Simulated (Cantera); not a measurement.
Charge: 1 mol Si(CH3)4, 0.86 mol C3H8, 120 mol H2, equilibrated at 270 Pa.

These are equilibrium values from Cantera (NASA tables, ideal gas, pure condensed phases), not measurements of a reactor. Candidate condensed phases: C, C6H6, C7H8, C8H18, Si, SiC; 87 gas species. Gases not in the tables: Si2H6 and higher silanes. Kinetics and transport are ignored.

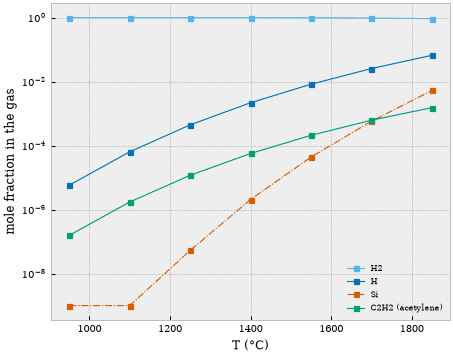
*Equilibrium gas composition (values under 1e-9 drawn at 1e-9)*

From 950 °C to 1850 °C the condensed part is C(graphite) + SiC(s).
